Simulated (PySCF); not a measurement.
# C$_{2}$H$_{7}$NSSi$_{2}$ (SMILES CS[SiH2][SiH2]C#N): what the fields show

```xyz
13

C    -2.9261    0.2402   -0.2593
S    -1.5374   -0.6607   -1.0029
Si    0.1032    0.2571    0.0456
Si    2.0163   -0.7533   -0.7630
C     3.3973    0.0515    0.1997
N     4.2253    0.5635    0.8047
H    -2.8296    1.3004   -0.4735
H    -2.9397    0.0687    0.8129
H    -3.8322   -0.1506   -0.7107
H    -0.1755    0.0625    1.4717
H    -0.0157    1.6962   -0.2072
H     2.1633   -2.1860   -0.4919
H     2.3465   -0.4889   -2.1664
```

Geometry: GFN2-xTB.

Computed with PBE0/def2-SVPD, SCF density, gas phase in PySCF 2.14.0.

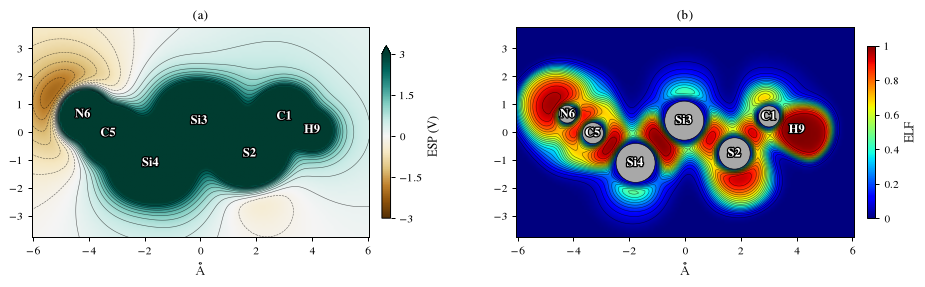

Figure 1. (a) molecular electrostatic potential; (b) electron localisation function on the plane of atoms Si3, Si4 and C5. Grey discs cover the atomic cores in the ELF map.

### Read the bonding off the picture.

The plane passes through C, S, Si, N and H nuclei.
C–N (1.15 Å): the ELF peaks at about 0.85 between the atoms: a multiple bond.
C–S (1.81 Å): the ELF peaks at about 0.90 between the atoms; a shared electron pair.
C–Si (1.87 Å): the ELF peaks at about 1 between the atoms: a covalent bond.
Si–S (2.15 Å): the ELF peaks at about 0.90 between the atoms, as expected for a shared electron pair.
Si–Si (2.31 Å): the ELF peaks at about 1 between the atoms; a covalent bond.
The ELF also peaks beside S2 and N6, away from the bonds: lone-pair regions.
Outside the dense part of the molecule the potential is most negative (−2.1 V) near N6.

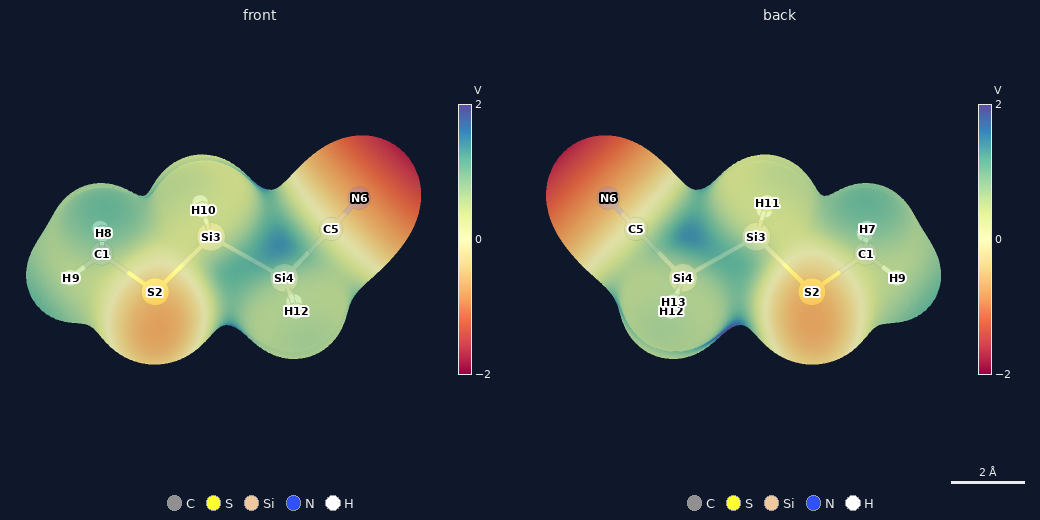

Figure 2. The molecular electrostatic potential painted on the density surface at 0.002 e/bohr³, seen from the front and from behind; red is negative and blue positive.

### Which sites attract a positive test charge, and which a negative one?

A positive charge is drawn to the negative regions and a negative charge to the positive ones. The most negative region (about −1.7 V) lies over N6, the most positive (about +1.9 V) over Si4. N6 is the likeliest acceptor of a hydrogen bond.

### How polar is the molecule by this calculation?

Its dipole moment is 3.72 D.
